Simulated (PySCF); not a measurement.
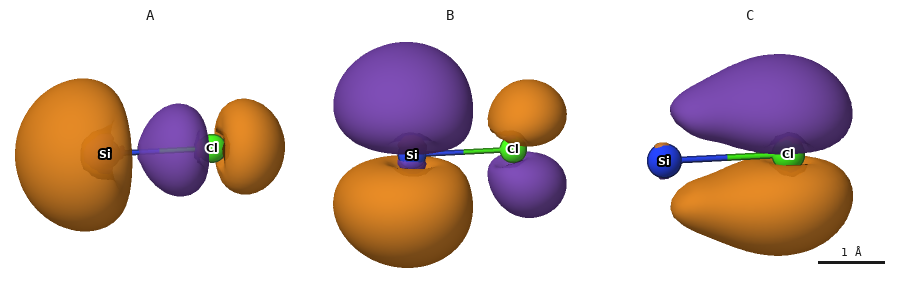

Figure. SiCl (charge +1). Three frontier orbitals, each drawn at the value that holds 80 % of its norm (orange and purple are the two phases), in no order; of a degenerate pair one member is drawn.

All numbers below come from PySCF 2.14.0, PBE0/def2-TZVPPD, non-relativistic Hamiltonian with scalar-relativistic core potentials where named, at a bond length of 1.958 Å.

Q: Label each orbital by symmetry, say whether it is occupied, and order them by energy.

A: Orbital C: π, occupied, −17.12 eV; mainly on Cl (85 %).
Orbital A: σ, occupied, −16.19 eV; shared between the atoms (Si 70 %, Cl 30 %).
Orbital B: π, empty, −9.59 eV; mainly on Si (85 %).
